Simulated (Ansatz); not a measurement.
# H$_{5}$NSi$_{2}$···H$_{2}$: what the fields show

```xyz
10

Si   -0.2482    0.6477   -0.7883
H    -1.0710   -2.4290   -0.5836
N     0.7480    0.7266   -2.0541
H    -0.6535   -1.9001   -0.9608
H    -1.7000    0.7790   -1.1229
Si    0.2155    0.4186    1.4903
H     1.7653    0.6469   -1.9350
H    -0.0268    1.7178    2.1979
H     1.6469    0.0195    1.6665
H    -0.6763   -0.6268    2.0901
```

Computed with RKS LDA/def2-mTZVP in Ansatz 0.2.0.

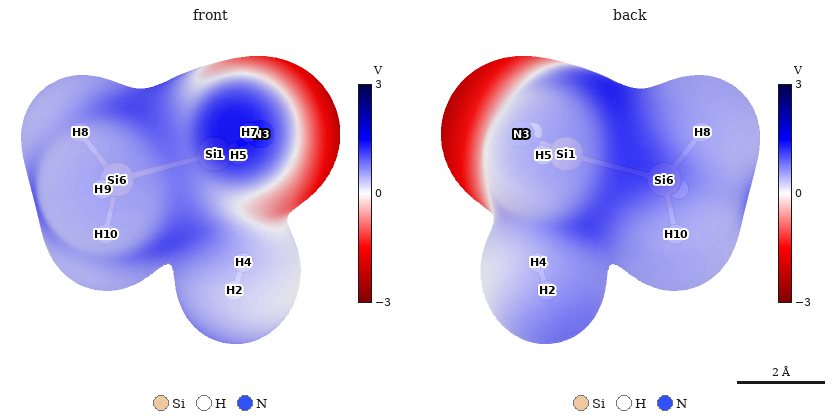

Figure 1. The electrostatic potential painted on the density surface at 0.002 e/bohr³, seen from the front and from behind; the colour scale runs from red (negative) to blue (positive).

Which sites attract a positive test charge, and which a negative one?

Answer. A positive charge is drawn to the negative regions and a negative charge to the positive ones. The most negative region (about −2.2 V) lies over N3, the most positive (about +1.5 V) over H7. N3 is the likeliest acceptor of a hydrogen bond.

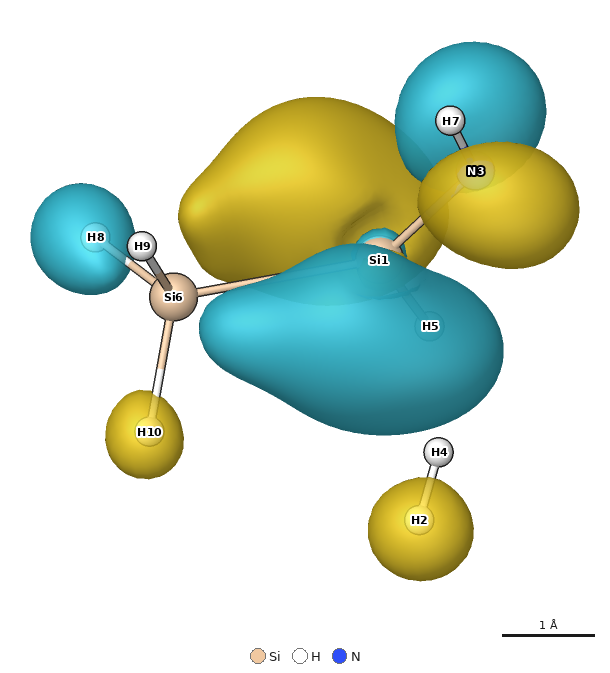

Figure 2. The LUMO at ±0.1 Å⁻³ᐟ² (yellow and cyan are the two phases), seen across its widest extent.

What is the character of this orbital?

Answer. By Hirshfeld shares it lies mainly on Si1 (about 45 %), N3 (about 25 %) and Si6 (about 10 %). Its energy is −2.86 eV.

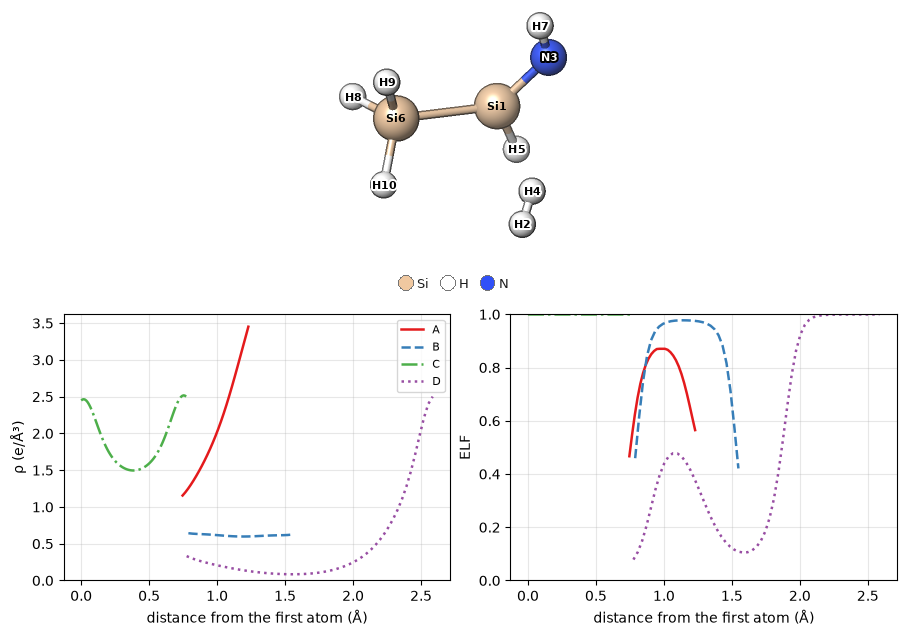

Figure 3. Total electron density and ELF along straight lines between neighbouring atoms. The curves leave out the atomic cores. The structure is drawn too.

Which curve belongs to which contact (H–H, Si–H, Si–N and Si–Si)? The first atom named is at distance zero.

Answer. Curve A: Si–N (1.61 Å): ρ is about 1.3 e/Å³ halfway; the ELF peaks at about 0.85 between the atoms; a polar covalent bond. Curve B: Si–Si (2.34 Å): ρ is about 0.6 e/Å³ halfway; the ELF peaks at about 1 between the atoms; localised, covalent bonding. Curve C: H–H (0.77 Å): the density is about 1.5 e/Å³ at the midpoint; the ELF peaks at about 1 between the atoms. Curve D: Si1···H4 (2.59 Å): the density falls to about 0.08 e/Å³ on the way; the ELF climbs to about 1 towards the hydrogen, as it does in any bond to H.
